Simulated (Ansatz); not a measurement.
AlSiNH₅F: geometry relaxation (part 1 of 2)

The run: geometry relaxation of AlSiNH₅F, SMILES [NH2][Al]([F])[SiH3]. Method and program: RHF/def2-SVP (Ansatz 0.2.0).

It belongs to a series of runs on one base structure; here: end point B relaxed. Figures and captions count atoms from 1; the log counts them from 0 in places.

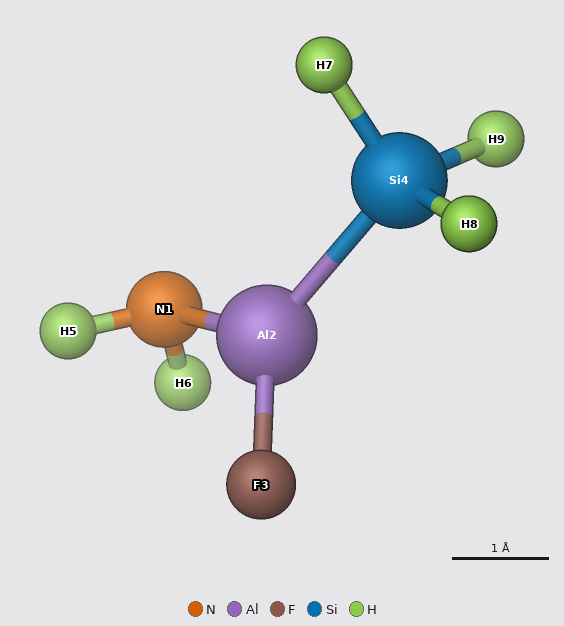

*The structure as given in the input (ball-and-stick view, seen at a tilt; atoms are numbered from 1 in the order of the input). Sticks mark near contacts.*

Bond lengths as drawn: Al–F 1.77 Å, Al–N 1.86 Å, Al–Si 2.29 Å, H–N 1.07 to 1.08 Å and H–Si 1.45 to 1.54 Å.

### Input
```yaml
crystal:
  periodic: [false, false, false]
  atoms:
    - { symbol: "N", position_ang: [0.6681, 1.7577, -0.9813] }
    - { symbol: Al, position_ang: [0.9667, 0.1176, -0.1594] }
    - { symbol: F, position_ang: [-0.42338, -0.79203, 0.45411] }
    - { symbol: Si, position_ang: [3.07019, -0.75808, 0.09277] }
    - { symbol: H, position_ang: [0.102, 2.3744, -0.314] }
    - { symbol: H, position_ang: [-0.0367, 1.6309, -1.785] }
    - { symbol: H, position_ang: [3.925, 0.1804, 0.88576] }
    - { symbol: H, position_ang: [3.03815, -2.04295, 0.7672] }
    - { symbol: H, position_ang: [3.7541, -0.9396, -1.27583] }
basis:
  gaussian: { orbitals: def2-SVP }
hamiltonian:
  xc: hf
relax:
  f_tol: 0.015
  max_steps: 40
```

Hardware: 1 thread of Intel Xeon (Sapphire Rapids), 10 GiB of memory available, shared host.

Launch command:
```bash
ansatz run input.yaml --threads 1 --pin off --max-ram 2048MiB --backend cpu --events-out ev --progress --plain --runs-dir out
```

### What the program printed
```
The last accepted step is kept in [file] (removed where the run ends without a failure and the disk answers)
Engine: ansatz 0.2.0, x86_64-unknown-linux-gnu
Functional definition: HF
  exchange = exact_x
  correlation = 0
910 factors; integrals over basis functions are off by at most 3.6e-4 eV
mean field evaluation 1: about -18701.9075 eV, gradient 4.2e1 eV
mean field evaluation 2: about -18701.9383 eV, gradient 4.2e1 eV
mean field evaluation 4: about -18705.9548 eV, gradient 2.7e0 eV
mean field evaluation 8: about -18706.0055 eV, gradient 2.5e-1 eV
mean field -18706.00581323 eV, -687.4330342499 hartree, gradient 2.2e-5 eV, S^2 0.000000; 0 other end points of the search recorded, 0 dependent functions left out
the calculation of the forces begins
reference -18706.00581323 eV, -687.4330342499 hartree; 24, 24 occupied and 65, 65 virtual orbitals, 910 factors
relax step   1: F+E_penalty+E_count = -18706.00581323 eV  Δ(F+E_penalty+E_count) = +0.000e0 eV  max|allowed force component| = 3.724e0 eV/Å  Δτ_max = 0.0000 Å  (34 SCF iters, accepted)
these checks for a lower state are left out or cut short: starts, cluster_reference, orbital_swaps, neighbouring_geometries, increment
910 factors; integrals over basis functions are off by at most 3.8e-4 eV
mean field evaluation 16: about -18706.5294 eV, gradient 4.8e-1 eV
mean field -18706.52988019 eV, -687.4522933554 hartree, gradient 5.3e-5 eV, S^2 0.000000; 0 other end points of the search recorded, 0 dependent functions left out
[... from here on the field's lines of each further geometry are left out, up to the last ...]
relax step   2: F+E_penalty+E_count = -18706.52988019 eV  Δ(F+E_penalty+E_count) = -5.241e-1 eV  max|allowed force component| = 1.409e0 eV/Å  Δτ_max = 0.1411 Å  (31 SCF iters, accepted)
relax step   3: F+E_penalty+E_count = -18706.62124739 eV  Δ(F+E_penalty+E_count) = -9.137e-2 eV  max|allowed force component| = 4.583e-1 eV/Å  Δτ_max = 0.1121 Å  (30 SCF iters, accepted)
relax step   4: F+E_penalty+E_count = -18706.66529005 eV  Δ(F+E_penalty+E_count) = -4.404e-2 eV  max|allowed force component| = 2.339e-1 eV/Å  Δτ_max = 0.0984 Å  (31 SCF iters, accepted)
relax step   5: F+E_penalty+E_count = -18706.67902570 eV  Δ(F+E_penalty+E_count) = -1.374e-2 eV  max|allowed force component| = 1.978e-1 eV/Å  Δτ_max = 0.0432 Å  (31 SCF iters, accepted)
relax step   6: F+E_penalty+E_count = -18706.70615876 eV  Δ(F+E_penalty+E_count) = -2.713e-2 eV  max|allowed force component| = 3.664e-1 eV/Å  Δτ_max = 0.2000 Å  (31 SCF iters, accepted)
relax step   7: F+E_penalty+E_count = -18706.74967051 eV  Δ(F+E_penalty+E_count) = -4.351e-2 eV  max|allowed force component| = 1.095e0 eV/Å  Δτ_max = 0.2000 Å  (31 SCF iters, accepted)
relax step   8: F+E_penalty+E_count = -18706.77259479 eV  Δ(F+E_penalty+E_count) = -2.292e-2 eV  max|allowed force component| = 2.025e0 eV/Å  Δτ_max = 0.1950 Å  (30 SCF iters, accepted)
relax step   9: F+E_penalty+E_count = -18706.93145826 eV  Δ(F+E_penalty+E_count) = -1.589e-1 eV  max|allowed force component| = 5.135e-1 eV/Å  Δτ_max = 0.2000 Å  (31 SCF iters, accepted)
relax step  10: F+E_penalty+E_count = -18706.96512224 eV  Δ(F+E_penalty+E_count) = -3.366e-2 eV  max|allowed force component| = 1.640e0 eV/Å  Δτ_max = 0.1941 Å  (30 SCF iters, accepted)
relax step  11: F+E_penalty+E_count = -18707.01051136 eV  Δ(F+E_penalty+E_count) = -4.539e-2 eV  max|allowed force component| = 6.375e-1 eV/Å  Δτ_max = 0.1911 Å  (30 SCF iters, accepted)
relax step  12: F+E_penalty+E_count = -18707.04017022 eV  Δ(F+E_penalty+E_count) = -2.966e-2 eV  max|allowed force component| = 5.910e-2 eV/Å  Δτ_max = 0.0763 Å  (31 SCF iters, accepted)
relax step  13: F+E_penalty+E_count = -18707.04115130 eV  Δ(F+E_penalty+E_count) = -9.811e-4 eV  max|allowed force component| = 2.401e-2 eV/Å  Δτ_max = 0.0363 Å  (32 SCF iters, accepted)
relax step  14: F+E_penalty+E_count = -18707.04130377 eV  Δ(F+E_penalty+E_count) = -1.525e-4 eV  max|allowed force component| = 3.569e-2 eV/Å  Δτ_max = 0.0296 Å  (34 SCF iters, accepted)
relax step  15: F+E_penalty+E_count = -18707.04162348 eV  Δ(F+E_penalty+E_count) = -3.197e-4 eV  max|allowed force component| = 3.477e-2 eV/Å  Δτ_max = 0.0195 Å  (24 SCF iters, accepted)
relax step  16: F+E_penalty+E_count = -18707.04207382 eV  Δ(F+E_penalty+E_count) = -4.503e-4 eV  max|allowed force component| = 5.527e-2 eV/Å  Δτ_max = 0.0452 Å  (32 SCF iters, accepted)
relax step  17: F+E_penalty+E_count = -18707.04240810 eV  Δ(F+E_penalty+E_count) = -3.343e-4 eV  max|allowed force component| = 7.456e-2 eV/Å  Δτ_max = 0.0428 Å  (32 SCF iters, accepted)
relax step  18: F+E_penalty+E_count = -18707.04276898 eV  Δ(F+E_penalty+E_count) = -3.609e-4 eV  max|allowed force component| = 7.068e-2 eV/Å  Δτ_max = 0.0247 Å  (33 SCF iters, accepted)
relax step  19: F+E_penalty+E_count = -18707.04323459 eV  Δ(F+E_penalty+E_count) = -4.656e-4 eV  max|allowed force component| = 7.882e-2 eV/Å  Δτ_max = 0.0662 Å  (32 SCF iters, accepted)
relax step  20: F+E_penalty+E_count = -18707.04357249 eV  Δ(F+E_penalty+E_count) = -3.379e-4 eV  max|allowed force component| = 8.824e-2 eV/Å  Δτ_max = 0.0310 Å  (33 SCF iters, accepted)
relax step  21: F+E_penalty+E_count = -18707.04426683 eV  Δ(F+E_penalty+E_count) = -6.943e-4 eV  max|allowed force component| = 6.106e-2 eV/Å  Δτ_max = 0.0124 Å  (25 SCF iters, accepted)
relax step  22: F+E_penalty+E_count = -18707.04488243 eV  Δ(F+E_penalty+E_count) = -6.156e-4 eV  max|allowed force component| = 4.055e-2 eV/Å  Δτ_max = 0.0259 Å  (33 SCF iters, accepted)
relax step  23: F+E_penalty+E_count = -18707.04527040 eV  Δ(F+E_penalty+E_count) = -3.880e-4 eV  max|allowed force component| = 2.362e-2 eV/Å  Δτ_max = 0.0408 Å  (32 SCF iters, accepted)
relax step  24: F+E_penalty+E_count = -18707.04414404 eV  Δ(F+E_penalty+E_count) = +1.126e-3 eV  max|allowed force component| = 1.495e-1 eV/Å  Δτ_max = 0.1296 Å  (32 SCF iters, rejected (line search))
relax step  25: F+E_penalty+E_count = -18707.02924174 eV  Δ(F+E_penalty+E_count) = +1.603e-2 eV  max|allowed force component| = 6.289e-1 eV/Å  Δτ_max = 0.0321 Å  (32 SCF iters, rejected (line search))
relax step  26: F+E_penalty+E_count = -18707.04547179 eV  Δ(F+E_penalty+E_count) = -2.014e-4 eV  max|allowed force component| = 3.372e-3 eV/Å  Δτ_max = 0.0161 Å  (25 SCF iters, accepted)
relax step  27: F+E_penalty+E_count = -18707.04581132 eV  Δ(F+E_penalty+E_count) = -3.395e-4 eV  max|allowed force component| = 6.270e-2 eV/Å  Δτ_max = 0.0911 Å  (32 SCF iters, accepted)
relax step  28: F+E_penalty+E_count = -18707.04593015 eV  Δ(F+E_penalty+E_count) = -1.188e-4 eV  max|allowed force component| = 4.108e-2 eV/Å  Δτ_max = 0.0074 Å  (24 SCF iters, accepted)
relax step  29: F+E_penalty+E_count = -18707.04613208 eV  Δ(F+E_penalty+E_count) = -2.019e-4 eV  max|allowed force component| = 9.066e-3 eV/Å  Δτ_max = 0.0125 Å  (24 SCF iters, accepted)
relax step  30: F+E_penalty+E_count = -18707.04625115 eV  Δ(F+E_penalty+E_count) = -1.191e-4 eV  max|allowed force component| = 1.119e-2 eV/Å  Δτ_max = 0.0288 Å  (33 SCF iters, accepted)
relax step  31: F+E_penalty+E_count = -18707.04631531 eV  Δ(F+E_penalty+E_count) = -6.416e-5 eV  max|allowed force component| = 2.782e-2 eV/Å  Δτ_max = 0.0464 Å  (32 SCF iters, accepted)
the calculation of the forces begins
reference -18707.04636763 eV, -687.4712739191 hartree; 24, 24 occupied and 65, 65 virtual orbitals, 910 factors
relax step  32: F+E_penalty+E_count = -18707.04636763 eV  Δ(F+E_penalty+E_count) = -5.232e-5 eV  max|allowed force component| = 1.475e-2 eV/Å  Δτ_max = 0.0012 Å  (22 SCF iters, accepted)
910 factors; integrals over basis functions are off by at most 4.6e-4 eV
mean field evaluation 224: about -18707.0464 eV, gradient 8.3e-5 eV
```

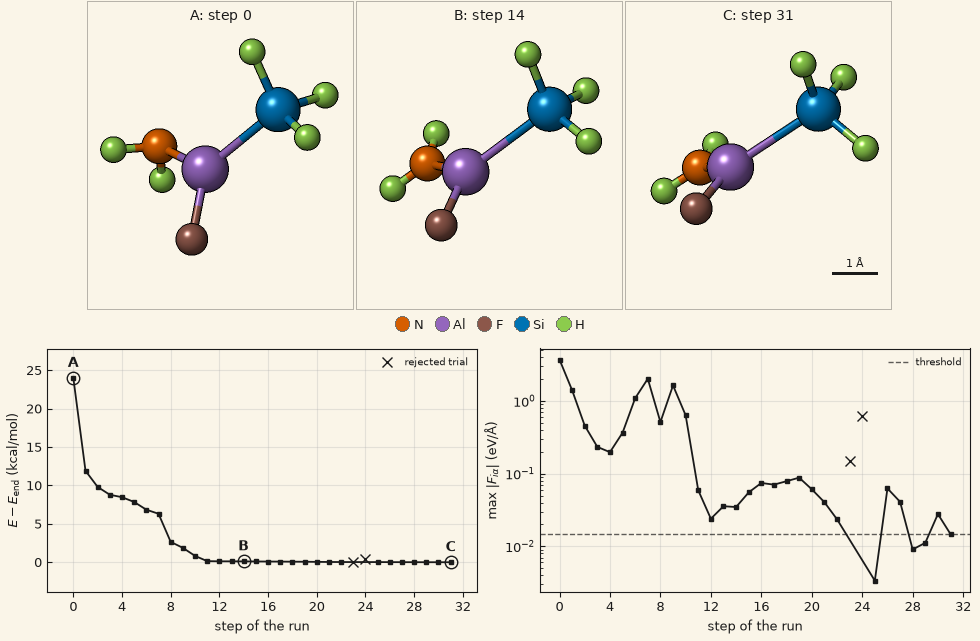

*Frames of the relaxation (ball-and-stick view, seen at a tilt) above the curves, on which the letters mark them (the first geometry is step 0 here and step 1 in the log).*

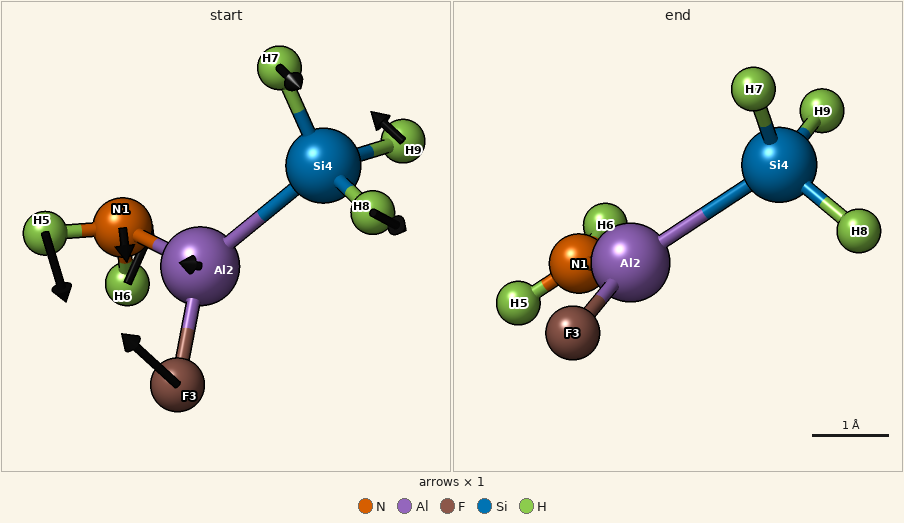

*Before (left) and after (right) the relaxation, at one scale (ball-and-stick view, seen at a tilt). The black arrows give the displacements, at true length.*

The largest move after the best rigid fit is that of F3, 1.17 Å. By element the largest moves are F 1.17 Å, H 1.11 Å, N 0.48 Å, Al 0.34 Å, Si 0.06 Å. Distances before and after: Al2–Si4 2.292 → 2.463 Å, Al2–F3 1.771 → 1.659 Å, N1–Al2 1.859 → 1.760 Å, N1–H6 1.076 → 1.002 Å. Among the angles that change: Al2–N1–H6 109.4° → 125.6°, Al2–N1–H5 108.5° → 124.6°, H5–N1–H6 100.8° → 109.8°. After 31 geometry steps the energy has fallen by 24.0 kcal/mol. The largest force component goes from 3.7 to 0.015 eV/Å. The line search rejected the trial steps at points 23, 24 (counted from 0) and went back. (Atoms are counted from 1 in the order of the input.)

```
mean field -18707.04636763 eV, -687.4712739191 hartree, gradient 8.3e-5 eV, S^2 0.000000; 1 other end points of the search recorded, 0 dependent functions left out
the calculation of the forces begins
reference -18707.04636763 eV, -687.4712739191 hartree; 24, 24 occupied and 65, 65 virtual orbitals, 910 factors
Total energy: -18707.04636763 eV, -687.4712739191 hartree
Atom 0 at     0.289973     1.453662    -1.043762 Å, force    -0.004821     0.004156    -0.001539 eV/Å
Atom 1 at     0.882485     0.283257     0.128898 Å, force     0.007695    -0.005183    -0.002842 eV/Å
Atom 2 at    -0.153700    -0.106834     1.364789 Å, force     0.000148     0.003935    -0.003619 eV/Å
Atom 3 at     3.104828    -0.774214     0.037054 Å, force     0.011429    -0.007716     0.003722 eV/Å
Atom 4 at    -0.613575     1.887587    -1.008278 Å, force     0.001580     0.002426    -0.004537 eV/Å
Atom 5 at     0.795454     1.787745    -1.842192 Å, force    -0.004563    -0.006259     0.011168 eV/Å
Atom 6 at     3.917272    -0.411667     1.228617 Å, force    -0.006645    -0.003871    -0.012031 eV/Å
Atom 7 at     2.993041    -2.256167    -0.006688 Å, force    -0.000258     0.014752     0.000333 eV/Å
Atom 8 at     3.848381    -0.335028    -1.174127 Å, force    -0.004564    -0.002239     0.009345 eV/Å
Dipole moment:     0.045317     0.272642    -0.399474 e Å
```

### Trajectory as extended XYZ (Å, eV, eV/Å), 32 frames, from step=1 to step=32
```
9
Properties=species:S:1:pos:R:3:forces:R:3 step=1 energy=-18706.00581
N     0.6681    1.7577   -0.9813   -3.3285  -0.2277   0.2899
Al    0.9667    0.1176   -0.1594   -3.7242   0.4423   0.0896
F    -0.4234   -0.7920    0.4541    2.0113   1.3704  -0.9113
Si    3.0702   -0.7581    0.0928    2.2885  -0.2483  -0.7062
H     0.1020    2.3744   -0.3140    1.3978  -1.1107  -1.4555
H    -0.0367    1.6309   -1.7850    1.8095   0.3933   1.6894
H     3.9250    0.1804    0.8858   -0.0987  -0.1144  -0.0823
H     3.0381   -2.0429    0.7672    0.0702  -0.6039   0.3019
H     3.7541   -0.9396   -1.2758   -0.4261   0.0990   0.7845
9
Properties=species:S:1:pos:R:3:forces:R:3 step=2 energy=-18706.52988
N     0.5484    1.7701   -0.9795   -1.1849  -0.3840   0.2493
Al    0.9141    0.1595   -0.1914   -1.4090  -0.1525   0.3210
F    -0.4164   -0.7350    0.4245    1.1564   0.7620  -0.5484
Si    3.1344   -0.8096    0.1130    0.3466   0.1390  -0.2358
H     0.0534    2.4175   -0.3542    0.5666  -0.3733  -0.4878
H    -0.0807    1.6930   -1.7888    0.6897   0.1308   0.5257
H     3.9823    0.1296    0.8986   -0.0249  -0.0265  -0.0175
H     3.1532   -2.1216    0.7891   -0.1045  -0.1071   0.0749
H     3.7754   -0.9752   -1.2270   -0.0360   0.0115   0.1187
9
Properties=species:S:1:pos:R:3:forces:R:3 step=3 energy=-18706.62125
N     0.5303    1.7034   -0.9238   -0.3238  -0.1589   0.1572
Al    0.8504    0.1362   -0.1022    0.2060   0.1383  -0.4583
F    -0.4664   -0.7385    0.4047    0.1166  -0.1006   0.1453
Si    3.1541   -0.7726    0.0784   -0.3773  -0.0742   0.2932
H     0.0821    2.4190   -0.3770    0.0949   0.1584   0.0102
H     0.0190    1.6720   -1.7923    0.1555   0.0229  -0.0382
H     4.0074    0.1545    0.8659    0.0099  -0.0218   0.0263
H     3.0907   -2.0872    0.7735    0.1589   0.0403  -0.0321
H     3.7966   -0.9584   -1.2429   -0.0408  -0.0043  -0.1037
9
Properties=species:S:1:pos:R:3:forces:R:3 step=4 energy=-18706.66529
N     0.4796    1.7166   -0.9382   -0.1460  -0.2303   0.0732
Al    0.8692    0.1427   -0.1717    0.2130   0.1887  -0.0473
F    -0.3763   -0.7623    0.4359   -0.1242  -0.1503   0.0831
Si    3.1450   -0.7915    0.0962   -0.2339  -0.0200   0.1160
H     0.0793    2.4478   -0.3767    0.0671   0.0878   0.0155
H    -0.0163    1.7231   -1.8131    0.0928   0.0550  -0.0754
H     3.9953    0.1305    0.8927    0.0233   0.0169  -0.0102
H     3.1142   -2.1085    0.7912    0.0143   0.0790  -0.0644
H     3.7742   -0.9701   -1.2320    0.0935  -0.0268  -0.0904
9
Properties=species:S:1:pos:R:3:forces:R:3 step=5 energy=-18706.67903
N     0.4579    1.7058   -0.9289   -0.1978  -0.0920  -0.0308
Al    0.8645    0.1390   -0.1691    0.1218   0.1432  -0.0103
F    -0.3532   -0.7924    0.4567   -0.1316  -0.1006   0.0612
Si    3.1322   -0.7874    0.0955   -0.0728  -0.0315   0.0283
H     0.0863    2.4643   -0.3815    0.0724  -0.0227  -0.0526
H     0.0125    1.7407   -1.8322    0.1366   0.0463   0.0835
H     3.9873    0.1330    0.8895    0.0160   0.0198  -0.0040
H     3.1072   -2.1042    0.7868   -0.0008   0.0464  -0.0332
H     3.7696   -0.9705   -1.2323    0.0562  -0.0090  -0.0422
9
Properties=species:S:1:pos:R:3:forces:R:3 step=6 energy=-18706.70616
N     0.4288    1.6684   -0.8961   -0.2051   0.0994  -0.3664
Al    0.8227    0.1151   -0.1274   -0.0343  -0.1011   0.0392
F    -0.3820   -0.8173    0.5419    0.0778   0.1164  -0.0114
Si    3.1048   -0.7808    0.0798    0.1004  -0.0537  -0.0423
H     0.0465    2.4575   -0.4072   -0.0424  -0.0395   0.0372
H     0.2044    1.7761   -1.8761    0.2017  -0.0498   0.3235
H     3.9583    0.1523    0.8663   -0.0359   0.0019  -0.0069
H     3.1309   -2.1021    0.7579   -0.0153   0.0099  -0.0047
H     3.7498   -0.9408   -1.2547   -0.0468   0.0166   0.0318
9
Properties=species:S:1:pos:R:3:forces:R:3 step=7 energy=-18706.74967
N     0.4264    1.6577   -0.8773   -0.2715   0.3147  -0.9208
Al    0.8173    0.1091   -0.1012   -0.1203  -0.0766   0.0244
F    -0.3919   -0.7672    0.6368    0.1449   0.1608   0.0001
Si    3.0997   -0.7880    0.0581    0.0649  -0.0274  -0.0792
H    -0.1003    2.3973   -0.4366    0.0306  -0.2670  -0.1717
H     0.4019    1.8017   -1.8936    0.1932  -0.0735   1.0951
H     3.9320    0.1522    0.8583   -0.0064  -0.0206  -0.0029
H     3.1340   -2.1153    0.7193    0.0109  -0.0223   0.0081
H     3.7451   -0.9191   -1.2794   -0.0463   0.0118   0.0468
9
Properties=species:S:1:pos:R:3:forces:R:3 step=8 energy=-18706.77259
N     0.4133    1.6580   -0.8689   -0.5444   0.8237  -1.2554
Al    0.8207    0.1134   -0.0929   -0.2250  -0.0234   0.1285
F    -0.3747   -0.7121    0.7288    0.1930   0.2200  -0.0674
Si    3.0969   -0.7986    0.0410    0.0542   0.0004  -0.1187
H    -0.2751    2.3240   -0.4824    0.8024  -0.8773  -0.7609
H     0.5895    1.8493   -1.8847   -0.2811  -0.0932   2.0250
H     3.9208    0.1391    0.8512    0.0196  -0.0234   0.0034
H     3.1327   -2.1309    0.6896    0.0010  -0.0326   0.0131
H     3.7400   -0.9139   -1.2975   -0.0197   0.0059   0.0323
```
